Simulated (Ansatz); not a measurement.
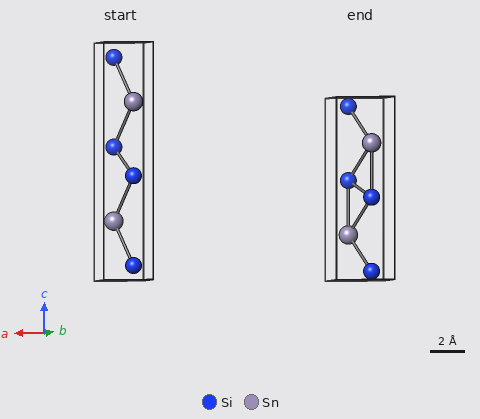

The structure of crystalline Si₂Sn (a generated structure, set up in P6_3/mmc) before (left) and after (right) a relaxation, at one scale.

The picture is a ball-and-stick view of the cell of the calculation, seen from a free direction.

All numbers below come from DFT PBE, scalar-relativistic, plane waves, PAW in Ansatz.

The input:
```yaml
crystal:
  lattice:
    - [3.1229100181, 0.0, 0.0]
    - [-1.561455009, 2.7045194094, 0.0]
    - [0.0, 0.0, 14.2374278197]
  atoms:
    - { symbol: Si, position: [0.3333333333, 0.6666666667, 0.0614299032] }
    - { symbol: Si, position: [0.3333333333, 0.6666666667, 0.4385700968] }
    - { symbol: Si, position: [0.6666666667, 0.3333333333, 0.9385700968] }
    - { symbol: Si, position: [0.6666666667, 0.3333333333, 0.5614299032] }
    - { symbol: Sn, position: [0.3333333333, 0.6666666667, 0.75] }
    - { symbol: Sn, position: [0.6666666667, 0.3333333333, 0.25] }
basis:
  ecutwfc: 420
kpoints:
  mp_grid: { grid: [12, 12, 4] }
hamiltonian:
  xc: pbe
scf:
  occupations: { method: gaussian, width: 0.1 }
output:
  forces: true
  stress: true
  eigenvalues: true
relax:
  adjacent_minimum: "off"
  f_tol: 0.01
  max_steps: 80
  cell: { stress_tol: 0.05 }
```

Launched with:
```bash
ansatz run input.yaml --threads 1 --pin off --max-ram 2560MiB --backend cpu --events-out ev --progress --plain --runs-dir out
```

### Describe what moved and what it gained.

Over 12 accepted moves (14 points after the start) the energy falls by 263 meV per atom. Largest force component: 0.11 eV/Å at the start, 0.0011 eV/Å at the end. Pressure: 0.80 GPa at the start and 0.00 GPa at the end. The SCF was repeated twice at an unchanged geometry on a basis and grid sized afresh for the cell, which shifted the energy by 7.0 meV per atom at most. The largest moves relative to the cell, 0.15 Å, are those of Si1, Si2, Si3 and Si4. Si4 goes along −c. Sn stays in place. The volume changes by +7.9 %, with a = b 3.123 → 3.701 Å (+18.5 %), c 14.237 → 10.941 Å (−23.2 %). Some distances before and after: Si1–Sn5 4.434 → 3.255 Å, Sn5–Sn5 3.123 → 3.701 Å, Si1–Sn6 3.234 → 3.078 Å, Si1–Si3 2.512 → 2.376 Å. Bond angles that change, for instance: Si4–Si2–Si4 76.9° → 102.3°. The space group stays P6_3/mmc (No. 194). The run took 6.7 min on 1 thread of Intel(R) Xeon(R) Processor @ 2.50GHz (Skylake/Cascade Lake) (shared host), peak memory 0.5 GiB.
